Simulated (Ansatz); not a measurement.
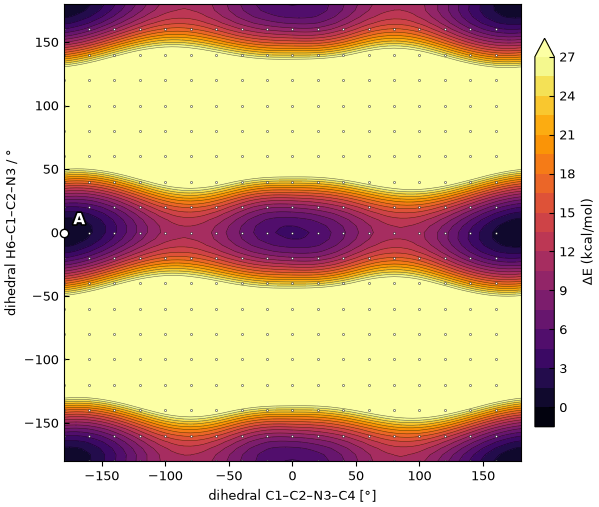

C₃H₆N₂, SMILES C=CNC=N. The first coordinate is: dihedral C1–C2–N3–C4; the second: dihedral H6–C1–C2–N3. Nothing is relaxed (all other coordinates rigid). The scan uses an 18 × 18 grid; 236 points were computed and 88 follow by symmetry. Points are written as (first, second). All energies are given in kcal/mol relative to the relaxed molecule at the same level. The dihedral twists a double bond; near 90° a spin-restricted reference is unreliable. Method: RKS PBE0-D4/def2-SVP in Ansatz.

In the figure: filled contours, dots at the grid points, one colour for all values above the top of the scale, the well A. Between grid points the surface is interpolated.

### Estimate the position of the minimum and the force constants in these coordinates. Take the well at A.

The interpolated minimum is at dihedral C1–C2–N3–C4 ≈ −180°, dihedral H6–C1–C2–N3 ≈ 0°. The curvatures there are about 0.88 eV/rad² and 3.1 eV/rad², with a cross term of about −0.33 eV/rad². Round the minimum the valley is somewhat tilted: raising dihedral C1–C2–N3–C4 shifts the best value of dihedral H6–C1–C2–N3 upwards (coupling k₁₂/√(k₁₁k₂₂) about −0.2). (1 eV is 23.1 kcal/mol.)
